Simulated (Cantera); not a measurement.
Charge: 1 mol SiO2, 1.8 mol CO, held at 41.0 Pa.

These are equilibrium values from Cantera (NASA tables, ideal gas, pure condensed phases), not measurements of a reactor. Candidate condensed phases: C, Si, SiC, SiO2; 20 gas species. The tables hold silica as quartz up to 1696 K and as liquid above; real silica turns to tridymite and cristobalite and melts near 1996 K. The numbers say what is thermodynamically allowed, not how fast it happens.

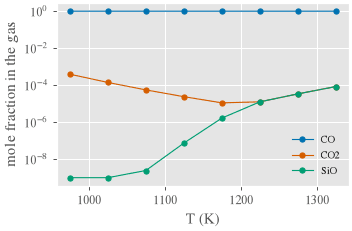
*Equilibrium gas composition (values under 1e-9 drawn at 1e-9)*

From 975 K to 1025 K the condensed part is C(graphite) + SiO2(β-quartz). From 1075 K to 1325 K the condensed part is SiO2(β-quartz).
